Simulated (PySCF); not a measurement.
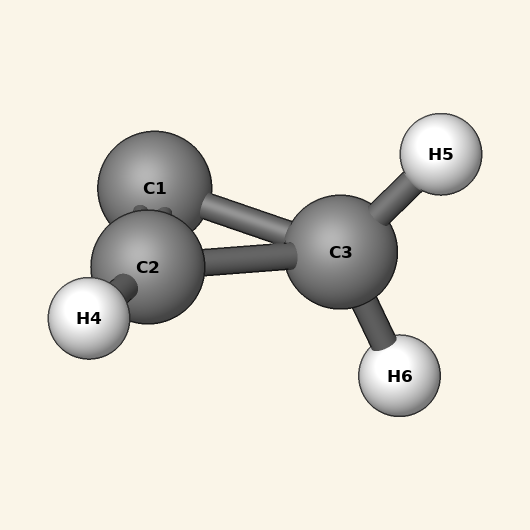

The questions are on Mulliken spin populations. State: neutral, doublet. Computed geometry: GFN2-xTB optimisation. No frequency run is at hand to confirm it as a minimum. Method: UKS B3LYP, pcH-1 on C H, non-relativistic (PySCF 2.14.0).

List the Mulliken spin populations.

```
atom  value (e)
  C1       0.69
  C2       0.03
  C3       0.31
  H4       0.00
  H5      −0.01
  H6      −0.01
```

Mulliken values depend strongly on the basis set.
